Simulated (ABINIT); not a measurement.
# BaH2 (P6_3/mmc): one start, several treatments of the self-energy

Wanted: the gap of BaH2 (P6_3/mmc) under several approximations, with cost.

Calculated with ABINIT 10.8.3; PBEsol and many-body steps on it, plane waves.

## Step 1: Set-up

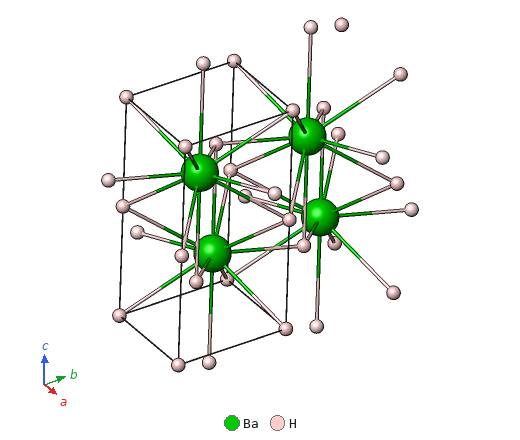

The starting structure, seen slightly off an axis (barium green, hydrogen pink). 1×2×1 cells are drawn. Bonds to atoms that aren't drawn are left out. Some periodic images of atoms are drawn too.

The cell and positions are those that the Materials Project relaxed with its own functionals (PBE, PBE+U or r2SCAN), kept fixed. Spin-orbit coupling is left out unless a step names it.

## Step 2: Empty states on the mesh, 3×3×2 mesh, 355 bands

This step: ABINIT 10.8.3; DFT, PBEsol, plane waves, norm-conserving pseudopotentials.

The sums over transitions need many empty states on a uniform mesh; this step solves for them.

File run.abi:

```
acell 3*1.0 Angstrom
rprim 
  4.462025052349 0.000000000014 0.000000000000
  -2.231012526186 3.864227047650 0.000000000000
  0.000000000000 0.000000000000 6.055292590000
ntypat 2
znucl 56 1
natom 6
typat 1 1 2 2 2 2
xred 
  0.666666666667 0.333333333333 0.750000000000
  0.333333333333 0.666666666667 0.250000000000
  0.333333333333 0.666666666667 0.750000000000
  0.666666666667 0.333333333333 0.250000000000
  -0.000000000000 -0.000000000000 0.500000000000
  -0.000000000000 -0.000000000000 0.000000000000
pp_dirpath "pseudos"
pseudos "Ba.upf, H.upf"
ecut 32
ngkpt 3 3 2
nshiftk 1
shiftk 0 0 0
kptopt 1
chksymbreak 0
iscf -2
irdden 1
istwfk *1
nband 355
nbdbuf 32
tolwfr 1e-09
nstep 60
prtvol 0
indata_prefix "in"
outdata_prefix "out"
tmpdata_prefix "tmp"
```

Started as:

```bash
OMP_NUM_THREADS=1 mpirun -n 8 abinit run.abi > log
```

Numbers of over 12 decimals in the logs are rounded to 6 here.

The log of the run:

```text
.Version 10.8.3 of ABINIT. v10.8.2 released Aug 2026.

 Symmetries : space group P6_3/m m c (#194); Bravais hP (primitive hexag.)
[... echo of the input left out ...]
== DATASET  1 ==================================================================
-   mpi_nproc: 8, omp_nthreads: 1 (-1 if OMP is not activated)
-    --> not optimal distribution: autoparal keyword recommended in input file <--

--- !DatasetInfo
iteration_state: {dtset: 1, }
dimensions: {natom: 6, nkpt: 6, mband: 355, nsppol: 1, nspinor: 1, nspden: 1, mpw: 6126, }
cutoff_energies: {ecut:  32.0, pawecutdg:  -1.0, }
[...]
4.47534    4.47761    4.47761    4.48411    4.48411    4.50484    4.50485    4.51906
   4.53396    4.53692    4.53719    4.53945    4.55032    4.55465    4.55899    4.56368
   4.56689    4.58260    4.60173
 prteigrs : prtvol=0 or 1, do not print more k-points.

== END DATASET(S) ==============================================================
================================================================================

 -outvars: echo values of variables after computation  --------
            nband         355
             nkpt           6
          spgroup         194
 [... the other variables as echoed above ...]

 Calculation completed.
```

It took 2.2 min on 8 MPI ranks of Intel Xeon Platinum 8488C (Sapphire Rapids), shared host; peak memory 0.87 GiB; 18 min of CPU time.

This step gave:

| Property | Result |
| --- | --- |
| gap | 1.473 eV |
| k of the valence top | 0, 0, 0 |
| k of the conduction bottom | 0.3333, 0.3333, 0.5 |
| least direct gap | 2.725 eV |
| k points computed | 6 |
| lowest point of the top converged band, above the valence top | 110.8056 eV |

On this mesh the gap is 1.473 eV.

The density comes from a self-consistent run that is not shown.

## Step 3: Screening, 3×3×2 mesh, 323 bands, screening to 190.5 eV

The RPA dielectric matrix is built and inverted for each q.

This step: RPA screening on PBEsol, plane waves, norm-conserving pseudopotentials.

Changes to run.abi since step 2:

```diff
@@ -24,10 +24,11 @@
 chksymbreak 0
-iscf -2
-irdden 1
 istwfk *1
-nband 355
-nbdbuf 32
-tolwfr 1e-09
-nstep 60
-prtvol 0
+occopt 1
+irdwfk 1
+optdriver 3
+nband 323
+ecuteps 7
+inclvkb 2
+awtr 1
+symchi 1
 indata_prefix "in"
```

The log of the run:

```text
.Version 10.8.3 of ABINIT. v10.8.2 released Aug 2026.

 Symmetries : space group P6_3/m m c (#194); Bravais hP (primitive hexag.)
[... echo of the input left out ...]
== DATASET  1 ==================================================================
-   mpi_nproc: 8, omp_nthreads: 1 (-1 if OMP is not activated)

--- !DatasetInfo
iteration_state: {dtset: 1, }
dimensions: {natom: 6, nkpt: 6, mband: 323, nsppol: 1, nspinor: 1, nspden: 1, mpw: 6126, }
cutoff_energies: {ecut:  32.0, pawecutdg:  -1.0, }
electrons: {nelect:   2.40000000E+01, charge:   0.00000000E+00, occopt:   1.00000000E+00, tsmear:   1.00000000E-02, }

 SCREENING: Calculation of the susceptibility and dielectric matrices

 Based on a program developped by R.W. Godby, V. Olevano, G. Onida, and L. Reining.
 Incorporated in ABINIT by V. Olevano, G.-M. Rignanese, and M. Torrent.
.Using double precision arithmetic ; gwpc =  8

[... cell and pseudopotentials left out ...]
--------------------------------------------------------------------------------

 ==== K-mesh for the wavefunctions ====
 Number of points in the irreducible wedge :     6
[... list of points left out ...]
 Together with 24 symmetry operations and time-reversal symmetry
 yields    18 points in the full Brillouin Zone.

 ==== Q-mesh for the screening function ====
 Number of points in the irreducible wedge :     6
[... list of points left out ...]
 Together with 24 symmetry operations and time-reversal symmetry
 yields    18 points in the full Brillouin Zone.

 setmesh: FFT mesh size selected  =    32x   32x   48
          total number of points  =        49152

 vcoul_init : cutoff-mode = AUXILIARY_FUNCTION
 q-points for optical limit:   1
     1)      0.000010    0.000020    0.000030

- screening: taking advantage of time-reversal symmetry
- Maximum band index for partially occupied states nbvw = 12
- Remaining bands to be divided among processors   nbcw = 311
- Number of bands treated by each node ~38

 Number of electrons calculated from density =   24.0000; Expected =   24.0000
 average of density, n =  0.034063
 r_s =    1.9137
 omega_plasma =   17.8032 [eV]

 calculating chi0 at frequencies [eV] :
  1    0.000000E+00    0.000000E+00
  2    0.000000E+00    1.780320E+01

--------------------------------------------------------------------------------
  q-point number  1        q = ( 0.000000, 0.000000, 0.000000) [r.l.u.]
--------------------------------------------------------------------------------
[... chi0 elements left out ...]
 For q-point:  0.000010 0.000020 0.000030
  dielectric constant =   5.8417
  dielectric constant without local fields =   6.5046

  Average fulfillment of the sum rule on Im[epsilon] for q-point    1 :     99.32  [%]
[... wings left out ...]
  q-point number  2        q = ( 0.333333, 0.000000, 0.000000) [r.l.u.]
--------------------------------------------------------------------------------
[... chi0 elements left out ...]
  Average fulfillment of the sum rule on Im[epsilon] for q-point    2 :    101.98  [%]

 [... 4 further q-points ...]
```

Elapsed: 46 s, on 8 MPI ranks; peak memory 3.2 GiB; 6.1 min of CPU time.

This step gave:

| Item | Value |
| --- | --- |
| ε∞ with local fields, on this mesh, along the program's q direction | 5.842 |
| the same without local fields | 6.505 |
| plasma frequency | 17.80 eV |
| plane waves in the screening matrix | 601 |

Local fields lower ε∞ by 10 %. On a Γ-centred mesh this coarse the value itself is usually too large, while a short band sum pulls it down.

## Step 4: G0W0, Godby-Needs plasmon pole

The self-energy is evaluated for the states that the input lists, and the levels follow from it, in one-shot runs by the linearised quasiparticle equation.

This step: G0W0 on PBEsol, plane waves, norm-conserving pseudopotentials.

Changes to run.abi since step 3:

```diff
@@ -27,8 +27,17 @@
 irdwfk 1
-optdriver 3
+optdriver 4
 nband 323
+gwcalctyp 0
+ecutsigx 32
+symsigma 1
+nkptgw 2
+kptgw 
+  0.0000000000 0.0000000000 0.0000000000
+  0.3333333333 0.3333333333 0.5000000000
+bdgw 
+  11 14
+  11 14
 ecuteps 7
-inclvkb 2
-awtr 1
-symchi 1
+irdscr 1
+ppmodel 1
 indata_prefix "in"
```

The log of the run:

```text
.Version 10.8.3 of ABINIT. v10.8.2 released Aug 2026.

 Symmetries : space group P6_3/m m c (#194); Bravais hP (primitive hexag.)
[... echo of the input left out ...]
== DATASET  1 ==================================================================
-   mpi_nproc: 8, omp_nthreads: 1 (-1 if OMP is not activated)

--- !DatasetInfo
iteration_state: {dtset: 1, }
dimensions: {natom: 6, nkpt: 6, mband: 323, nsppol: 1, nspinor: 1, nspden: 1, mpw: 6126, }
cutoff_energies: {ecut:  32.0, pawecutdg:  -1.0, }
electrons: {nelect:   2.40000000E+01, charge:   0.00000000E+00, occopt:   1.00000000E+00, tsmear:   1.00000000E-02, }

 SIGMA: Calculation of the GW corrections

 Based on a program developped by R.W. Godby, V. Olevano, G. Onida, and L. Reining.
 Incorporated in ABINIT by V. Olevano, G.-M. Rignanese, and M. Torrent.
.Using double precision arithmetic ; gwpc =  8

[... cell and pseudopotentials left out ...]
--------------------------------------------------------------------------------

 ==== K-mesh for the wavefunctions ====
 Number of points in the irreducible wedge :     6
[... list of points left out ...]
 Together with 24 symmetry operations and time-reversal symmetry
 yields    18 points in the full Brillouin Zone.

 ==== Q-mesh for screening function ====
 Number of points in the irreducible wedge :     6
[... list of points left out ...]
 Together with 24 symmetry operations and time-reversal symmetry
 yields    18 points in the full Brillouin Zone.

 vcoul_init : cutoff-mode = AUXILIARY_FUNCTION
 q-points for optical limit:   1
     1)      0.000010    0.000020    0.000030
 setmesh: FFT mesh size selected  =    40x   40x   60
          total number of points  =        96000

 Number of electrons calculated from density =   24.0000; Expected =   24.0000
 average of density, n =  0.034063
 r_s =    1.9137
 omega_plasma =   17.8032 [eV]

 === KS Band Gaps ===
  >>>> For spin  1
   Minimum direct gap =   2.7256 [eV], located at k-point      :   0.0000  0.0000  0.0000
   Fundamental gap    =   1.4734 [eV], Top of valence bands at :   0.0000  0.0000  0.0000
                                       Bottom of conduction at :   0.3333  0.3333  0.5000
 SIGMA fundamental parameters:
 PLASMON POLE MODEL  1
 number of plane-waves for SigmaX                 6089
 number of plane-waves for SigmaC and W            601
 number of plane-waves for wavefunctions          6089
 number of bands                                   323
 number of independent spin polarizations            1
 number of spinorial components                      1
 number of k-points in IBZ                           6
 number of q-points in IBZ                           6
 number of symmetry operations                      24
 number of k-points in BZ                           18
 number of q-points in BZ                           18
 number of frequencies for dSigma/dE                 9
 frequency step for dSigma/dE [eV]                0.25
 number of omega for Sigma on real axis              0
 max omega for Sigma on real axis  [eV]           0.00
 zcut for avoiding poles [eV]                     0.10

 EPSILON^-1 parameters (SCR file):
 dimension of the eps^-1 matrix on file            601
 dimension of the eps^-1 matrix used               601
 number of plane-waves for wavefunctions          6089
 number of bands                                   323
 number of q-points in IBZ                           6
 number of frequencies                               2
 number of real frequencies                          1
 number of imag frequencies                          1

 matrix elements of self-energy operator (all in [eV])

 Perturbative Calculation

--- !SelfEnergy_ee
iteration_state: {dtset: 1, }
kpoint     : [   0.000,    0.000,    0.000, ]
spin       : 1
KS_gap     :    2.726
QP_gap     :    4.348
Delta_QP_KS:    1.623
data: !SigmaeeData |
     Band     E0 <VxcDFT>   SigX SigC(E0)      Z dSigC/dE  Sig(E)    E-E0       E
       11   3.623 -10.601 -13.543   1.572   0.771  -0.297 -11.657  -1.056   2.567
       12   4.131 -10.778 -13.538   1.392   0.774  -0.293 -11.837  -1.059   3.072
       13   6.857  -9.229  -4.726  -3.808   0.812  -0.231  -8.664   0.564   7.421
       14   6.857  -9.229  -4.726  -3.808   0.812  -0.231  -8.664   0.564   7.421

--- !SelfEnergy_ee
iteration_state: {dtset: 1, }
kpoint     : [   0.333,    0.333,    0.500, ]
spin       : 1
KS_gap     :    3.017
QP_gap     :    4.676
Delta_QP_KS:    1.658
data: !SigmaeeData |
     Band     E0 <VxcDFT>   SigX SigC(E0)      Z dSigC/dE  Sig(E)    E-E0       E
       11   2.587 -11.072 -14.405   1.863   0.773  -0.294 -12.208  -1.137   1.451
       12   2.587 -11.072 -14.405   1.863   0.773  -0.294 -12.208  -1.137   1.451
       13   5.605  -8.695  -4.279  -3.774   0.813  -0.230  -8.173   0.522   6.126
       14   5.605  -8.695  -4.279  -3.774   0.813  -0.230  -8.173   0.522   6.126

== END DATASET(S) ==============================================================
================================================================================

 -outvars: echo values of variables after computation  --------
           etotal      0.0000000000E+00
            nband         323
             nkpt           6
          spgroup         194
 [... the other variables as echoed above ...]

 Calculation completed.
```

The job ended after 34 s (8 MPI ranks; peak memory 3.6 GiB).

This step gave:

| Quantity | Value |
| --- | --- |
| G0W0 gap on the points computed | 3.054 eV |
| starting gap on the mesh | 1.473 eV |
| k of the valence top | 0, 0, 0 |
| k of the conduction bottom | 0.3333, 0.3333, 0.5 |
| Z at the valence top | 0.774 |
| Z at the conduction bottom | 0.813 |
| least direct G0W0 gap on the computed points | 4.349 eV |

The gap on the mesh goes from 1.47 eV to 3.05 eV, a correction of +1.58 eV.

## Step 5: G0W0, Hybertsen-Louie plasmon pole

Changes to run.abi since step 4:

```diff
@@ -41,3 +41,3 @@
 irdscr 1
-ppmodel 1
+ppmodel 2
 indata_prefix "in"
```

The log of the run:

```text
.Version 10.8.3 of ABINIT. v10.8.2 released Aug 2026.

 Symmetries : space group P6_3/m m c (#194); Bravais hP (primitive hexag.)
[... echo of the input left out ...]
== DATASET  1 ==================================================================
-   mpi_nproc: 8, omp_nthreads: 1 (-1 if OMP is not activated)

--- !DatasetInfo
iteration_state: {dtset: 1, }
dimensions: {natom: 6, nkpt: 6, mband: 323, nsppol: 1, nspinor: 1, nspden: 1, mpw: 6126, }
cutoff_energies: {ecut:  32.0, pawecutdg:  -1.0, }
electrons: {nelect:   2.40000000E+01, charge:   0.00000000E+00, occopt:   1.00000000E+00, tsmear:   1.00000000E-02, }

 SIGMA: Calculation of the GW corrections

 Based on a program developped by R.W. Godby, V. Olevano, G. Onida, and L. Reining.
 Incorporated in ABINIT by V. Olevano, G.-M. Rignanese, and M. Torrent.
.Using double precision arithmetic ; gwpc =  8

[... cell and pseudopotentials left out ...]
--------------------------------------------------------------------------------

 ==== K-mesh for the wavefunctions ====
 Number of points in the irreducible wedge :     6
[... list of points left out ...]
 Together with 24 symmetry operations and time-reversal symmetry
 yields    18 points in the full Brillouin Zone.

 ==== Q-mesh for screening function ====
 Number of points in the irreducible wedge :     6
[... list of points left out ...]
 Together with 24 symmetry operations and time-reversal symmetry
 yields    18 points in the full Brillouin Zone.

 vcoul_init : cutoff-mode = AUXILIARY_FUNCTION
 q-points for optical limit:   1
     1)      0.000010    0.000020    0.000030
 setmesh: FFT mesh size selected  =    40x   40x   60
          total number of points  =        96000

 Number of electrons calculated from density =   24.0000; Expected =   24.0000
[...]
number of omega for Sigma on real axis              0
 max omega for Sigma on real axis  [eV]           0.00
 zcut for avoiding poles [eV]                     0.10

 EPSILON^-1 parameters (SCR file):
 dimension of the eps^-1 matrix on file            601
 dimension of the eps^-1 matrix used               601
 number of plane-waves for wavefunctions          6089
 number of bands                                   323
 number of q-points in IBZ                           6
 number of frequencies                               2
 number of real frequencies                          1
 number of imag frequencies                          1

 matrix elements of self-energy operator (all in [eV])

 Perturbative Calculation

--- !SelfEnergy_ee
iteration_state: {dtset: 1, }
kpoint     : [   0.000,    0.000,    0.000, ]
spin       : 1
KS_gap     :    2.726
QP_gap     :    4.432
Delta_QP_KS:    1.706
data: !SigmaeeData |
     Band     E0 <VxcDFT>   SigX SigC(E0)      Z dSigC/dE  Sig(E)    E-E0       E
       11   3.623 -10.601 -13.543   1.282   0.806  -0.241 -11.938  -1.337   2.286
       12   4.131 -10.778 -13.538   1.109   0.807  -0.239 -12.111  -1.333   2.798
       13   6.857  -9.229  -4.726  -4.057   0.837  -0.195  -8.855   0.373   7.230
[...]
--- !SelfEnergy_ee
iteration_state: {dtset: 1, }
kpoint     : [   0.333,    0.333,    0.500, ]
spin       : 1
KS_gap     :    3.017
QP_gap     :    4.791
Delta_QP_KS:    1.774
data: !SigmaeeData |
     Band     E0 <VxcDFT>   SigX SigC(E0)      Z dSigC/dE  Sig(E)    E-E0       E
[...]
13   5.605  -8.695  -4.279  -4.013   0.838  -0.194  -8.358   0.337   5.941
       14   5.605  -8.695  -4.279  -4.013   0.838  -0.194  -8.358   0.337   5.941

== END DATASET(S) ==============================================================
================================================================================

 -outvars: echo values of variables after computation  --------
           etotal      0.0000000000E+00
            nband         323
             nkpt           6
          spgroup         194
 [... the other variables as echoed above ...]

 Calculation completed.
```

The job ended after 35 s (8 MPI ranks; peak memory 3.3 GiB; 4.6 min of CPU time).

This step gave:

| Quantity | Value |
| --- | --- |
| G0W0 gap on the points computed | 3.143 eV |
| starting gap on the mesh | 1.473 eV |
| k of the valence top | 0, 0, 0 |
| k of the conduction bottom | 0.3333, 0.3333, 0.5 |
| Z at the valence top | 0.807 |
| Z at the conduction bottom | 0.838 |
| least direct G0W0 gap on the computed points | 4.432 eV |

Against G0W0 in ABINIT (3×3×2 mesh, 323 bands, screening to 190.5 eV, Godby-Needs plasmon pole), the gap moves by +0.089 eV.

## Step 6: G0W0, von der Linden-Horsch plasmon pole

Changes to run.abi since step 5:

```diff
@@ -41,3 +41,3 @@
 irdscr 1
-ppmodel 2
+ppmodel 3
 indata_prefix "in"
```

The log of the run:

```text
.Version 10.8.3 of ABINIT. v10.8.2 released Aug 2026.

 Symmetries : space group P6_3/m m c (#194); Bravais hP (primitive hexag.)
[... echo of the input left out ...]
== DATASET  1 ==================================================================
-   mpi_nproc: 8, omp_nthreads: 1 (-1 if OMP is not activated)

--- !DatasetInfo
iteration_state: {dtset: 1, }
dimensions: {natom: 6, nkpt: 6, mband: 323, nsppol: 1, nspinor: 1, nspden: 1, mpw: 6126, }
cutoff_energies: {ecut:  32.0, pawecutdg:  -1.0, }
[...]
Band     E0 <VxcDFT>   SigX SigC(E0)      Z dSigC/dE  Sig(E)    E-E0       E
[...]
13   5.605  -8.695  -4.279  -4.159   0.847  -0.180  -8.478   0.217   5.822
       14   5.605  -8.695  -4.279  -4.159   0.847  -0.180  -8.478   0.217   5.822

== END DATASET(S) ==============================================================
================================================================================

 -outvars: echo values of variables after computation  --------
           etotal      0.0000000000E+00
            nband         323
             nkpt           6
          spgroup         194
 [... the other variables as echoed above ...]

 Calculation completed.
```

It took 22 s on 8 MPI ranks; peak memory 3 GiB; 2.9 min of CPU time.

This step gave:

```
G0W0 gap on the points computed              : 3.086 eV
starting gap on the mesh                     : 1.473 eV
k of the valence top                         : 0, 0, 0
k of the conduction bottom                   : 0.3333, 0.3333, 0.5
least direct G0W0 gap on the computed points : 4.401 eV
```

Against G0W0 in ABINIT (3×3×2 mesh, 323 bands, screening to 190.5 eV, Godby-Needs plasmon pole), the gap moves by +0.032 eV.

(Part 1 of 3 ends here.)

[Paths, hosts, dates, memory and timing lines, banners, echoed tables and standing remarks are left out of the program output.]

[Logs are printed without paths, hosts, clocks, repeated set-up lines and the standing remarks that a program may print on its own settings, such as how far it seeks lower states.]

[Runs of the session that timed out or met a known fault of the program may be left out.]

[Hosts, paths, dates, database ids (printed as entryN), source tags and the programs' standing remarks are cut or masked in the printed files.]

[G0W0 gaps are taken among the corrected bands and points alone; a level outside them can change the order at an edge.]

[Where Ansatz stands beside ABINIT at settings called matched, ABINIT's density can come from a denser mesh and the files from another edition; pairs whose starting gaps differed by over 0.03 eV were left out, so agreement reads better than it is.]
